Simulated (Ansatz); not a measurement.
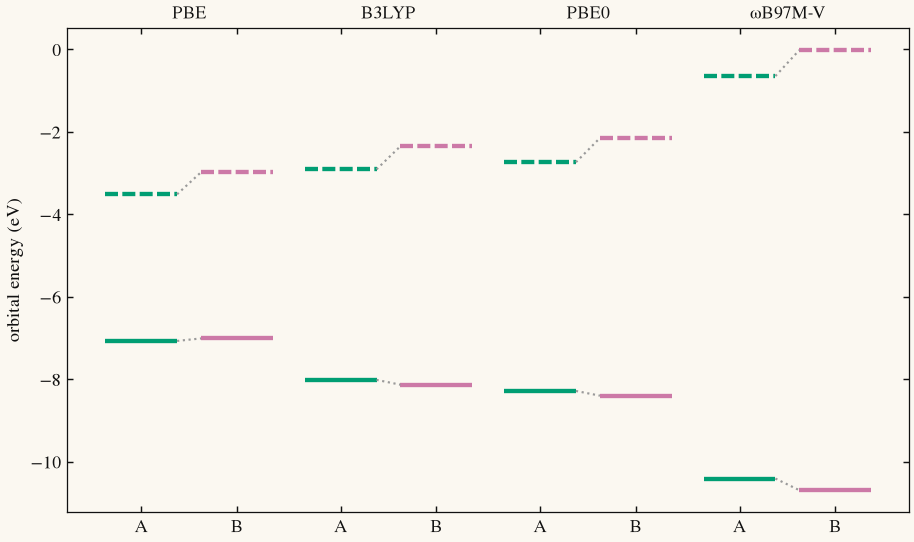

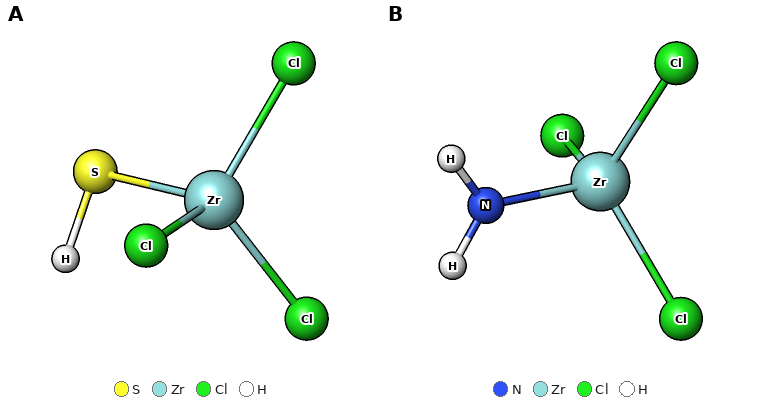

One change: A, ZrHSCl₃ (SMILES [SH][Zr]([Cl])([Cl])[Cl]), becomes B, ZrNH₂Cl₃ (SMILES [NH2][Zr]([Cl])([Cl])[Cl]). SH on Zr is replaced by NH₂. HOMO (solid) and LUMO (dashed) computed in def2-TZVPP at PBE0-D4/def2-TZVP geometries, both minima by their frequencies, gas phase, the Ansatz code.

What does the change do to HOMO and LUMO?

PBE: the HOMO rises by 0.06 eV, the LUMO rises by 0.53 eV, and the separation goes from 3.56 to 4.03 eV. B3LYP: the HOMO falls by 0.12 eV, the LUMO rises by 0.56 eV, and the separation goes from 5.11 to 5.79 eV. PBE0: the HOMO falls by 0.11 eV, the LUMO rises by 0.59 eV, and the separation goes from 5.55 to 6.25 eV. ωB97M-V: the HOMO falls by 0.28 eV, the LUMO rises by 0.63 eV, and the separation goes from 9.76 to 10.68 eV.

Do the functionals agree on the effect?

Not on every direction; the HOMO shift lies between −0.28 and 0.06 eV and the LUMO shift between 0.53 and 0.63 eV, while the separations themselves differ by up to 6.6 eV between functionals.

Caveats: core potentials past krypton.
